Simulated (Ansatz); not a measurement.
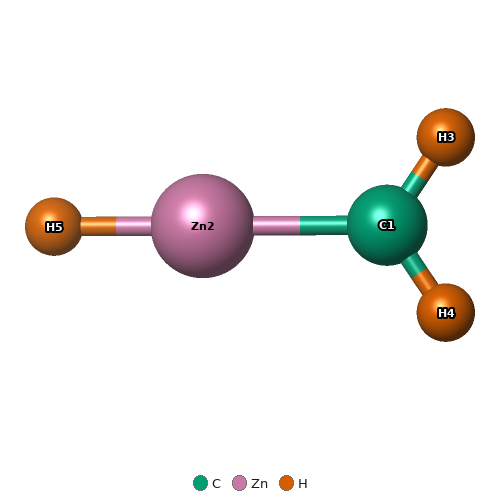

The system is CH₃Zn, SMILES [CH2][ZnH], spin multiplicity 2; the picture shows the reference structure. First axis: umbrella angle at C1 (between each of its bonds and their common axis; 90 is planar). Second axis: change of the bonds C1–Zn2, C1–H3, C1–H4, all alike. Nothing is relaxed (all other coordinates rigid). The scan uses a 15 × 15 grid; 120 points were computed and 105 follow by symmetry. Points are written as (first, second). Energies: kcal/mol, counted from the lowest grid point. Computed with Ansatz, UKS PBE0-D4/def2-TZVP.

Its coordinates:

```xyz
5

C    -0.3785   -0.7334    0.0624
Zn    0.4941    0.9573   -0.0814
H    -0.1905   -1.4478    0.8619
H    -1.1221   -1.0952   -0.6455
H     1.1970    2.3191   -0.1973
```

Range: umbrella angle at C1 (between each of its bonds and their common axis; 90 is planar) from 66.0 to 114.0°; change of the bonds C1–Zn2, C1–H3, C1–H4, all alike from −0.150 to 0.231 Å.

What landscape does the calculation give?

Answer. The lowest grid point is at (90.0°, 0.014 Å). It is the only kind of minimum in the scanned range. The highest grid point, (66.0°, −0.150 Å), lies 46.5 kcal/mol above the lowest. Round the minimum the two coordinates are nearly uncoupled.

| second ↓, first → | 66.0 | 69.4 | 72.9 | 76.3 | 79.7 | 83.1 | 86.6 | 90.0 | 93.4 | 96.9 | 100.3 | 103.7 | 107.1 | 110.6 | 114.0 |
| --- | --- | --- | --- | --- | --- | --- | --- | --- | --- | --- | --- | --- | --- | --- | --- |
| 0.231 | 41.8 | 39.3 | 37.4 | 36.3 | 35.5 | 35.2 | 35.0 | 34.9 | 35.0 | 35.2 | 35.5 | 36.3 | 37.4 | 39.3 | 41.8 |
| 0.204 | 36.0 | 33.3 | 31.4 | 30.0 | 29.2 | 28.7 | 28.5 | 28.4 | 28.5 | 28.7 | 29.2 | 30.0 | 31.4 | 33.3 | 36.0 |
| 0.177 | 30.6 | 27.8 | 25.7 | 24.2 | 23.3 | 22.7 | 22.4 | 22.3 | 22.4 | 22.7 | 23.3 | 24.2 | 25.7 | 27.8 | 30.6 |
| 0.150 | 25.7 | 22.8 | 20.5 | 18.9 | 17.8 | 17.2 | 16.8 | 16.7 | 16.8 | 17.2 | 17.8 | 18.9 | 20.5 | 22.8 | 25.7 |
| 0.123 | 21.4 | 18.3 | 15.9 | 14.2 | 13.0 | 12.3 | 11.8 | 11.7 | 11.8 | 12.3 | 13.0 | 14.2 | 15.9 | 18.3 | 21.4 |
| 0.095 | 17.8 | 14.5 | 11.9 | 10.0 | 8.7 | 7.9 | 7.4 | 7.3 | 7.4 | 7.9 | 8.7 | 10.0 | 11.9 | 14.5 | 17.8 |
| 0.068 | 15.1 | 11.6 | 8.8 | 6.8 | 5.4 | 4.5 | 4.0 | 3.8 | 4.0 | 4.5 | 5.4 | 6.8 | 8.8 | 11.6 | 15.1 |
| 0.041 | 13.3 | 9.7 | 6.8 | 4.6 | 3.1 | 2.1 | 1.5 | 1.3 | 1.5 | 2.1 | 3.1 | 4.6 | 6.8 | 9.7 | 13.3 |
| 0.014 | 12.8 | 8.9 | 5.9 | 3.6 | 2.0 | 0.8 | 0.2 | 0.0 | 0.2 | 0.8 | 2.0 | 3.6 | 5.9 | 8.9 | 12.8 |
| −0.014 | 13.6 | 9.6 | 6.3 | 3.9 | 2.1 | 0.9 | 0.2 | 0.0 | 0.2 | 0.9 | 2.1 | 3.9 | 6.3 | 9.6 | 13.6 |
| −0.041 | 15.9 | 11.7 | 8.3 | 5.7 | 3.9 | 2.6 | 1.8 | 1.6 | 1.8 | 2.6 | 3.9 | 5.7 | 8.3 | 11.7 | 15.9 |
| −0.068 | 20.1 | 15.7 | 12.1 | 9.4 | 7.4 | 6.0 | 5.2 | 4.9 | 5.2 | 6.0 | 7.4 | 9.4 | 12.1 | 15.7 | 20.1 |
| −0.095 | 26.2 | 21.7 | 17.9 | 15.1 | 13.0 | 11.5 | 10.6 | 10.3 | 10.6 | 11.5 | 13.0 | 15.1 | 17.9 | 21.7 | 26.2 |
| −0.123 | 35.1 | 30.4 | 26.4 | 23.5 | 21.2 | 19.7 | 18.8 | 18.5 | 18.8 | 19.7 | 21.2 | 23.5 | 26.4 | 30.4 | 35.1 |
| −0.150 | 46.5 | 41.6 | 37.5 | 34.3 | 32.0 | 30.4 | 29.4 | 29.1 | 29.4 | 30.4 | 32.0 | 34.3 | 37.5 | 41.6 | 46.5 |

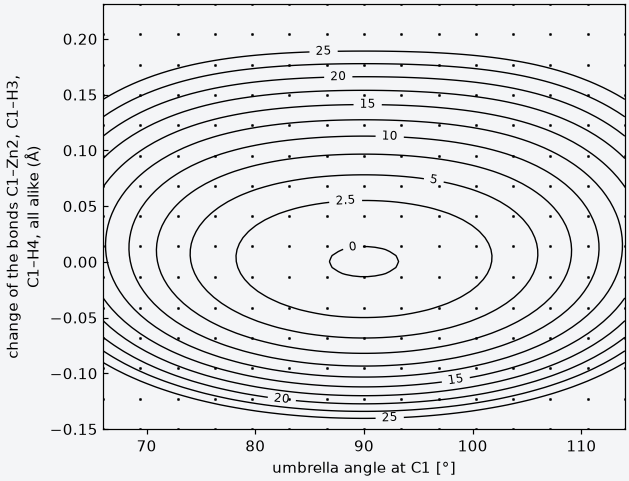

The picture shows contour lines labelled in kcal/mol (none above 25), dots at the grid points. Between grid points the surface is interpolated.

Each point was launched as `ansatz run input.yaml --threads 1 --pin off --max-ram 2560MiB --backend cpu --events-out ev --progress --plain --runs-dir out`. Time for the 120 points that were run: 15 min on 1 thread of Arm Neoverse N1 (shared host).
